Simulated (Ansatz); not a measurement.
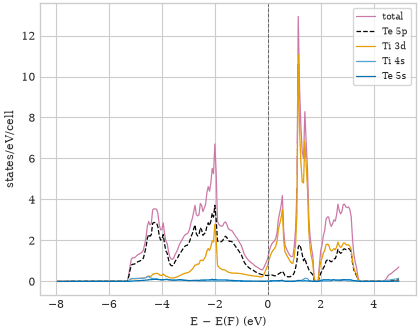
*Total and projected density of states of TiTe2 (CdI2 type, space group No. 164), r²SCAN+D4 (plane waves, PAW; program Ansatz)*

**Question.** Which orbitals carry the states next to the Fermi level?

**Answer.** Within 0.5 eV of the Fermi level: Ti 3d 73 %, Te 5p 23 %. Projections are on Löwdin-orthogonalised atomic valence shells; empty p or d shells of many metals are not among them.

**Question.** Where is the tallest occupied peak in this window, and what makes it?

**Answer.** Near -2.0 eV, about 6.7 states/eV per cell; the largest projected share is Te 5p.

Space group P-3m1 (CdI2 type). The cell was relaxed with r²SCAN+D4 under the symmetry of its start; of distortions, only those at the zone centre were tested. The run is not spin-polarised. Spin–orbit coupling is left out wherever it is not named.

Potentials: the later of the program's two PAW sets.
